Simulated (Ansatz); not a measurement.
BH$_{3}$S$_{2}$O: several calculations on one system

### Relaxation

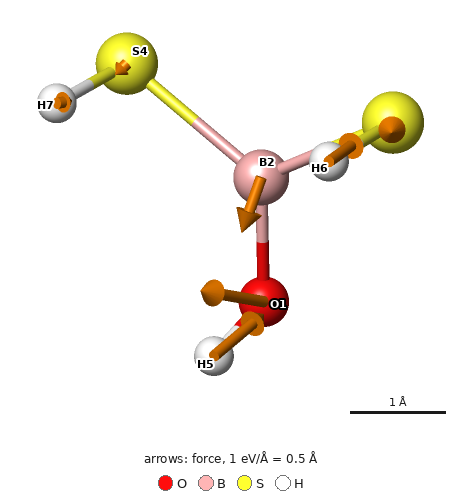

Starting geometry of BH$_{3}$S$_{2}$O with the computed forces as orange arrows. A ball-and-stick model, seen at a tilt.

The run prepares an end point of a later path (torsion) calculation, from a guessed geometry.

The calculation used RKS B3LYP-D4/def2-SVP (Ansatz). Settings: no spin polarisation; force threshold 0.015 eV/Å; at most 40 steps.

Q: What follows when this structure is relaxed?

A: It isn't relaxed: the largest force vector, on the O atom, is 2.36 eV/Å. The final displacements follow the starting forces only in part (cosine between the two patterns 0.46). The energy falls by 162.0 kJ/mol in 13 accepted moves (15 points after the start). The largest force component goes from 1.8 to 0.0081 eV/Å. The line search rejected the trial steps at points 10, 14 of the run. The largest move after the best rigid fit is that of an H atom, 1.24 Å. By element the largest moves are H 1.24 Å, S 0.99 Å, B 0.55 Å, O 0.32 Å. Among the contacts that change: H–S 1.434 → 1.352 Å, B–S 1.890 → 1.834 Å, H–O 1.018 → 0.964 Å, B–O 1.396 → 1.356 Å. Among the angles between lasting bonds that change: B–O–H 106.9° → 115.6°, B–S–H 93.2° → 97.8°, B–S–H 92.8° → 96.8°. Groups turn about B–S by about 90°, B–S by about 90°, B–O by about 85°.

### Relaxation

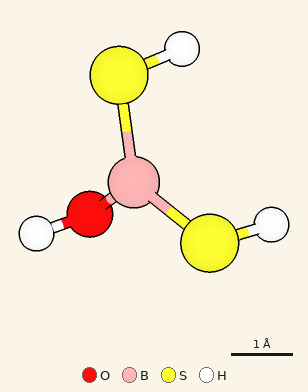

Starting structure of BH$_{3}$S$_{2}$O. A ball-and-stick model, seen at a tilt.

The run prepares an end point of a later path (torsion) calculation, from a guessed geometry.

Computed with Ansatz 0.2.0, RKS B3LYP-D4/def2-SVP.

Input file:
```yaml
crystal:
  periodic: [false, false, false]
  atoms:
    - { symbol: O, position_ang: [-1.4636, 0.4528, 0.4369] }
    - { symbol: B, position_ang: [-0.3785, -0.3815, 0.1605] }
    - { symbol: S, position_ang: [-0.19969, -1.07561, -1.5472] }
    - { symbol: S, position_ang: [0.8966, -0.86567, 1.46863] }
    - { symbol: H, position_ang: [-1.1807, 1.3989, 0.1899] }
    - { symbol: H, position_ang: [-0.95965, -2.2483, -1.22515] }
    - { symbol: H, position_ang: [0.16881, -1.95133, 1.88778] }
basis:
  gaussian: { orbitals: def2-SVP }
hamiltonian:
  xc: b3lyp
  dispersion: d4
relax:
  f_tol: 0.015
  max_steps: 40
```

Command:
```bash
ansatz run input.yaml --threads 1 --pin off --max-ram 2048MiB --backend cpu --events-out ev --progress --plain --runs-dir out
```

### Predict the outcome.

The largest moves after the best rigid fit, 1.07 Å, are those of S4 and H7. Largest moves by element: S 1.07 Å, H 1.06 Å, O 0.66 Å, B 0.22 Å. Some distances before and after: S3–H6 1.434 → 1.351 Å, B2–S4 1.890 → 1.823 Å, O1–H5 1.018 → 0.966 Å, O1–B2 1.396 → 1.358 Å. Among the angles between lasting bonds that change: B2–O1–H5 106.9° → 115.2°, B2–S3–H6 92.8° → 97.3°, O1–B2–S4 122.7° → 119.0°. Groups turn about B2–S4 by about 90°, B2–S3 by about 90°, O1–B2 by about 85°. Over 12 geometry steps the energy falls by 1.680 eV. The largest force component goes from 2.2 to 0.0061 eV/Å. Cost: 41 s on 1 thread of Arm Neoverse V1 (shared host), peak memory 0.15 GiB.

Step by step:

| step | E − E(0), eV | largest force component, eV/Å |
| --- | --- | --- |
| 0 | 0.0000 | 2.1533 |
| 1 | -0.1753 | 1.2686 |
| 2 | -0.3338 | 1.2439 |
| 3 | -0.5864 | 1.3397 |
| 4 | -0.8685 | 1.2808 |
| 5 | -1.1129 | 0.9963 |
| 6 | -1.3033 | 0.7273 |
| 7 | -1.4782 | 0.4420 |
| 8 | -1.5948 | 0.3857 |
| 9 | -1.6452 | 0.3417 |
| 10 | -1.6782 | 0.1060 |
| 11 | -1.6798 | 0.0670 |
| 12 | -1.6801 | 0.0061 |

The structure at the end:

```xyz
7

O    -0.8867    0.6144    0.7095
B    -0.4949   -0.5699    0.1734
S    -0.8372   -0.9574   -1.5857
S     0.3786   -1.7716    1.2292
H    -1.3466    1.2078    0.1020
H    -0.2784   -2.1873   -1.6019
H     0.3484   -1.0067    2.3449
```

After the run, drawn alike:

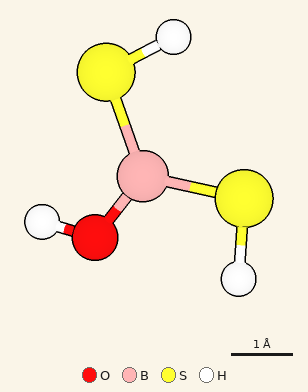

### Path

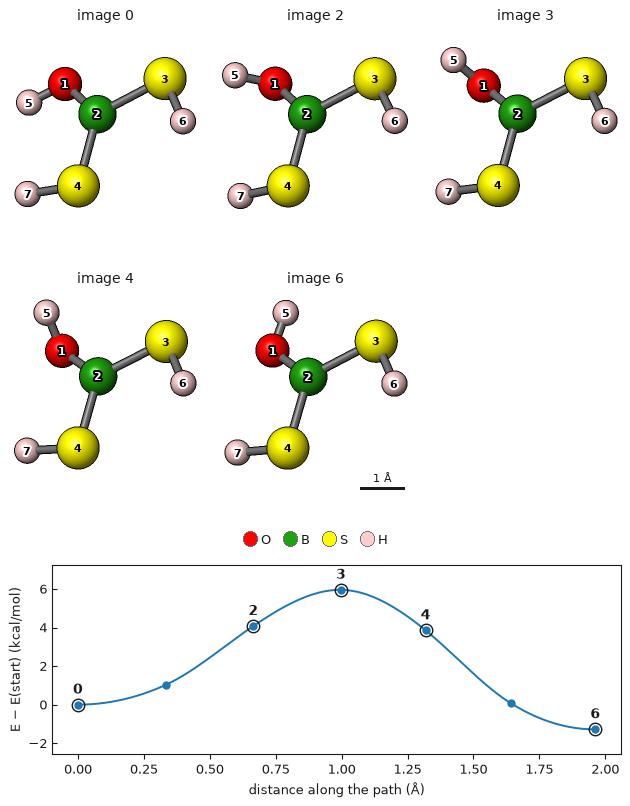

NEB run on BH₃S₂O. Images are numbered from 0 (start) to 6 (end). A ball-and-stick model, seen at a tilt.

Method: RKS B3LYP-D4/def2-SVP (Ansatz 0.2.0).

The input:
```yaml
crystal:
  periodic: [false, false, false]
  atoms:
    - { symbol: O, position_ang: [-1.253994, 0.6898, 0.413902] }
    - { symbol: B, position_ang: [-0.069039, 0.0443, 0.279613] }
    - { symbol: S, position_ang: [0.798189, -0.341442, 1.839289] }
    - { symbol: S, position_ang: [0.692595, -0.451584, -1.313675] }
    - { symbol: H, position_ang: [-1.716575, 0.887925, -0.40807] }
    - { symbol: H, position_ang: [1.874385, -0.938029, 1.279434] }
    - { symbol: H, position_ang: [-0.264361, 0.041029, -2.136193] }
basis:
  gaussian: { orbitals: def2-SVP }
hamiltonian:
  xc: b3lyp
  dispersion: d4
neb:
  order_check: false
  images: 5
  f_tol: 0.05
  max_iterations: 60
  final_atoms:
    - { symbol: O, position_ang: [-1.26847603, 0.66584508, -0.12358505] }
    - { symbol: B, position_ang: [-0.07738853, 0.03666661, 0.04702906] }
    - { symbol: S, position_ang: [0.59861585, -0.24244065, 1.72830494] }
    - { symbol: S, position_ang: [0.8417837, -0.52812488, -1.42191299] }
    - { symbol: H, position_ang: [-1.7063522, 0.94350264, 0.69108298] }
    - { symbol: H, position_ang: [1.73893463, -0.86264155, 1.35352046] }
    - { symbol: H, position_ang: [-0.06591743, -0.08080825, -2.32013941] }
  initial_path:
    images:
      - { positions_ang: [[-1.253994, 0.6898, 0.413902], [-0.069039, 0.0443, 0.279613], [0.798189, -0.341442, 1.839289], [0.692595, -0.451584, -1.313675], [-1.716575, 0.887925, -0.40807], [1.874385, -0.938029, 1.279434], [-0.264361, 0.041029, -2.136193]] }
      - { positions_ang: [[-1.22412666, 0.73828455, 0.47526099], [-0.14695183, -0.03797649, 0.26530883], [0.79984597, -0.5390325, 1.73605085], [0.39893939, -0.59005969, -1.3853703], [-1.71614723, 0.94662364, -0.34765905], [1.87123462, -0.63020659, 1.26658655], [0.07840575, 0.04436608, -2.05587787]] }
      - { positions_ang: [[-1.19425933, 0.7867691, 0.53661999], [-0.22486467, -0.12025297, 0.25100466], [0.80150293, -0.736623, 1.6328127], [0.10528377, -0.72853539, -1.45706559], [-1.71571946, 1.00532228, -0.28724811], [1.86808425, -0.32238418, 1.2537391], [0.4211725, 0.04770316, -1.97556274]] }
      - { positions_ang: [[-1.16439199, 0.83525365, 0.59797898], [-0.3027775, -0.20252946, 0.23670049], [0.8031599, -0.93421349, 1.52957454], [-0.18837184, -0.86701108, -1.52876089], [-1.71529169, 1.06402092, -0.22683716], [1.86493387, -0.01456177, 1.24089165], [0.76393925, 0.05104023, -1.89524762]] }
      - { positions_ang: [[-1.19908667, 0.77878413, 0.35745764], [-0.22764784, -0.12279743, 0.17347668], [0.73497855, -0.70362254, 1.59581801], [0.15501334, -0.75404902, -1.49314492], [-1.71231186, 1.02384816, 0.07913622], [1.82293413, -0.29725503, 1.27843459], [0.48732036, 0.00709074, -2.03687821]] }
      - { positions_ang: [[-1.23378135, 0.7223146, 0.11693629], [-0.15251818, -0.04306541, 0.11025287], [0.6667972, -0.4730316, 1.66206148], [0.49839852, -0.64108695, -1.45752895], [-1.70933203, 0.9836754, 0.3851096], [1.78093438, -0.57994829, 1.31597753], [0.21070147, -0.03685876, -2.17850881]] }
      - { positions_ang: [[-1.26847603, 0.66584508, -0.12358505], [-0.07738853, 0.03666661, 0.04702906], [0.59861585, -0.24244065, 1.72830494], [0.8417837, -0.52812488, -1.42191299], [-1.7063522, 0.94350264, 0.69108298], [1.73893463, -0.86264155, 1.35352046], [-0.06591743, -0.08080825, -2.32013941]] }
```

Launched with:
```bash
ansatz run input.yaml --threads 1 --pin off --max-ram 2048MiB --backend cpu --events-out ev --progress --plain --runs-dir out
```

What happens along the path, and what is the barrier?

Answer. The motion is a rotation about the O1–B2 bond by about 180°. No bond forms or breaks between the ends. Bond angles that change up to the highest image, for instance: O1–B2–S4 125.3° → 122.4°, O1–B2–S3 115.5° → 118.1°. The energy climbs by 6.0 kcal/mol to image 3 and then falls by 7.2 kcal/mol, so the end point sits at −1.3 kcal/mol. The band is converged. At the top, the vibrational analysis gives one imaginary mode (502i cm⁻¹), as a transition state must have.

Cost: 3.9 min on 1 thread of Arm Neoverse V1, on a shared host, peak memory 0.15 GiB.
